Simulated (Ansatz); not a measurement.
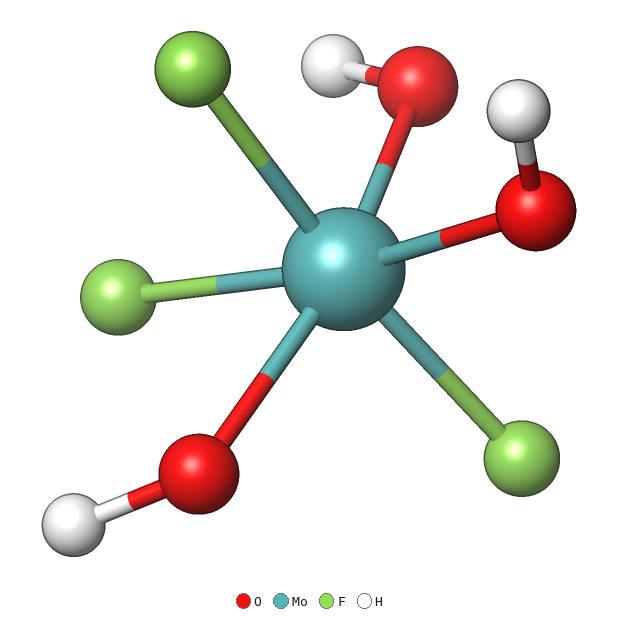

Rendered structure (ball-and-stick style).

Charge 0, singlet. Computed geometry: PBE0-D4/def2-TZVP optimisation.

What does the picture show?

It has 10 atoms: 3 fluorine, 3 hydrogen, 1 molybdenum and 3 oxygen (F₃H₃MoO₃). Its SMILES string is `[OH][Mo]([OH])([OH])([F])([F])[F]`. The point group is Cs. Coordination, clear cases only: 3 O bent.

The parts below concern this one geometry. Atoms keep their numbers from picture to picture.

**Vibrations**

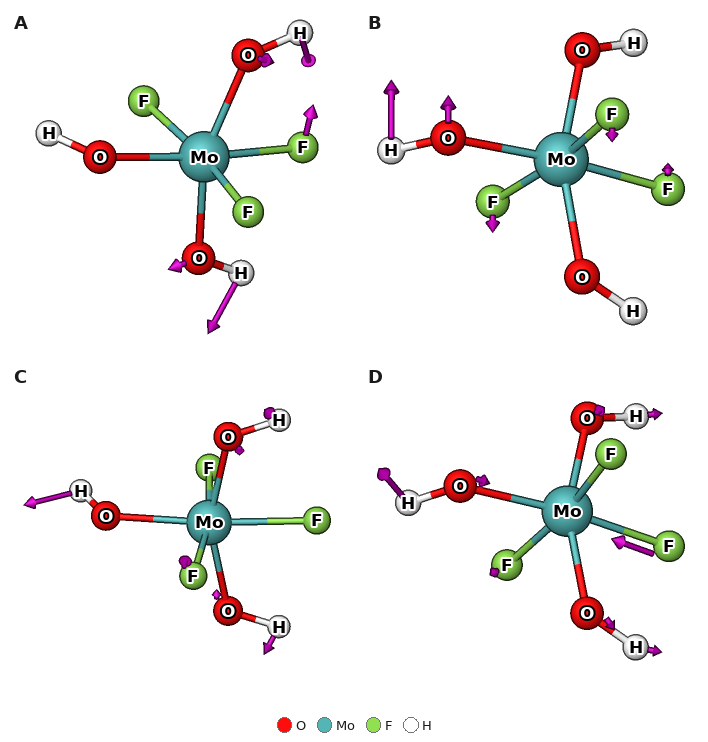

4 normal modes of one molecule or complex, as arrows. Harmonic vibrations computed with RKS PBE0-D4/def2-TZVP, core potentials on Mo (Ansatz 0.2.0) at a stationary point of the same level.

Question: Match the panels to the wavenumbers 129 cm⁻¹, 374 cm⁻¹, 554 cm⁻¹, 732 cm⁻¹.

Answer: A: 374 cm⁻¹, angle bending
B: 129 cm⁻¹
C: 732 cm⁻¹
D: 554 cm⁻¹

**Levels of theory compared**

Program: Ansatz 0.2.0.

Compare dipole (D), HOMO energy (eV), HOMO–LUMO gap (eV) at these levels: B3LYP-D4/def2-TZVPP; PBE-D4/def2-TZVPP; r2SCAN-D4/def2-TZVPP; ωB97M-V/def2-TZVPP.

```
               level  dipole (D)  HOMO energy (eV)  HOMO–LUMO gap (eV)
 B3LYP-D4/def2-TZVPP        0.86             −9.67                5.33
   PBE-D4/def2-TZVPP        0.84             −8.12                3.47
r2SCAN-D4/def2-TZVPP        0.86             −8.56                3.82
  ωB97M-V/def2-TZVPP        0.85            −12.35               10.39
```

**Charges**

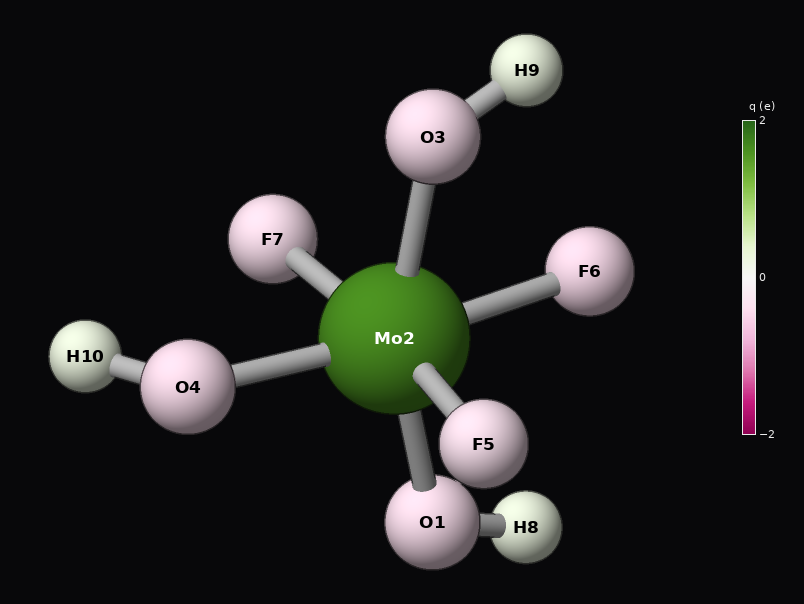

Atoms are coloured by their Mulliken charges. Level of theory: RKS ωB97M-V/def2-TZVPP, core potentials on Mo (Ansatz 0.2.0).

Give the Mulliken charges atom by atom.

```
atom  value (e)
  O1      −0.38
 Mo2       1.61
  O3      −0.38
  O4      −0.40
  F5      −0.34
  F6      −0.42
  F7      −0.37
  H8       0.23
  H9       0.23
 H10       0.22
```

Mulliken values depend strongly on the basis set and can even reverse the polarity of a bond.
